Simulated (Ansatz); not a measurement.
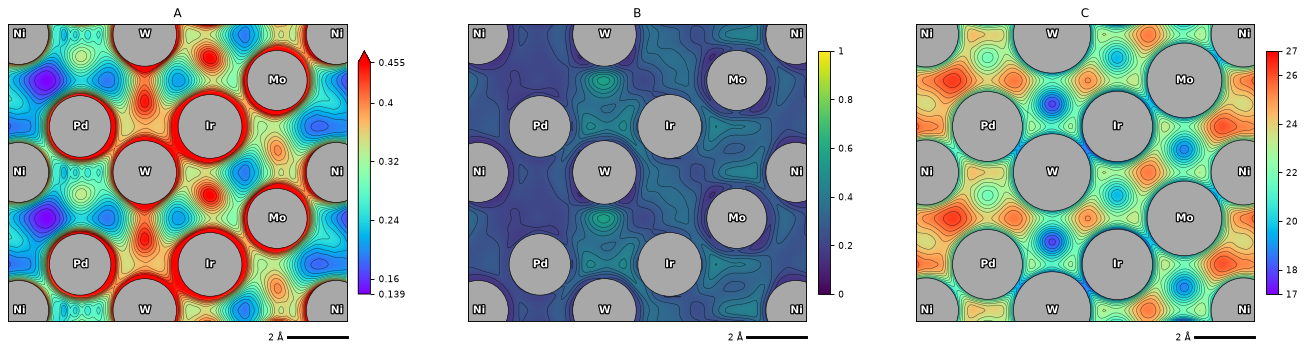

NiMoIrPdW: 3 fields on the (110) plane of the conventional cell, with unlabelled colour scales. Grey discs cover the atomic cores.

Space group P3m1; a generated structure, not necessarily the stable one; computed pressure about 20 GPa in this cell; the program warned that a starting moment wasn't kept; spin-polarised, but the moments vanished.

Computed with Kohn-Sham DFT of a periodic cell, PBE, Ansatz PAW (Ansatz 0.2.0).

```
Ni Mo Pd Ir W
1.0
     2.70320    0.00000    0.00000
    -1.35160    2.34104    0.00000
     0.00000    0.00000   10.77677
Ni Mo Pd Ir W
1 1 1 1 1
Direct
  0.33333 0.66667 0.59858
  0.00000 0.00000 0.41239
  0.66667 0.33333 0.79217
  0.66667 0.33333 0.20117
  0.33333 0.66667 0.99568
```

Q: The panels show electron localisation function, electrostatic potential energy of an electron and valence pseudo-density in some order. Assign them.

A: Panel A: valence pseudo-density. Panel B: electron localisation function. Panel C: electrostatic potential energy of an electron (low next to the atoms, rising into the space between them). From the grid: Ni–Mo (2.54 Å): ρ is about 0.39 e/Å³ halfway; the ELF is about 0.25 at the midpoint: no localised pair shows between them. Ni–Pd (2.61 Å): ρ is about 0.32 e/Å³ halfway; the ELF is about 0.20 at the midpoint: no localised pair shows between them.
